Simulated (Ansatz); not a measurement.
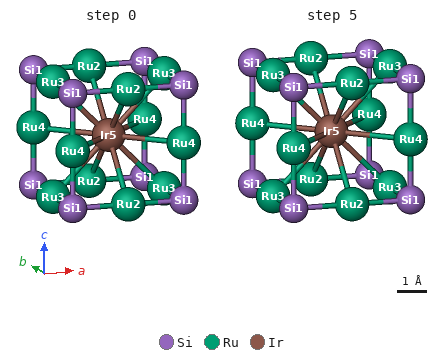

The structure of crystalline SiIrRu3 (a generated structure, set up in Pm-3m) (coarse preliminary run) before (left) and after (right) a relaxation, at one scale.

The picture is a ball-and-stick view of the cell of the calculation, seen slightly off an axis.

Method: Ansatz 0.2.0, DFT PBE, scalar-relativistic, plane waves, PAW. Settings: plane-wave cutoff 420 eV; k-point mesh 4 × 4 × 4; occupations gaussian; smearing width 0.1 eV; no spin polarisation; cell and atoms relaxed; force threshold 0.04 eV/Å; at most 70 steps.

> Summarise the run.

After 3 accepted moves (5 points after the start) the energy has fallen by 1.225 eV per cell of the calculation. All forces vanish by symmetry, so only the cell relaxes. Pressure: 40.45 GPa at the start and 0.02 GPa at the end. The SCF was repeated twice at an unchanged geometry on a basis and grid sized afresh for the cell, which shifted the energy by 5.6 meV per cell of the calculation at most. The atoms keep their places relative to the cell (all moves are under 0.005 Å). Cell: a = b = c 4.091 → 4.304 Å (+5.2 %). Volume +16.4 %. Among the contacts that change: Ru2–Ir5 2.893 → 3.043 Å, Ru2–Ru3 2.893 → 3.043 Å, Si1–Ru2 2.045 → 2.152 Å. The space group stays Pm-3m (No. 221).

Limits of the set-up: the k-point mesh is coarse for a cell with partly filled bands.
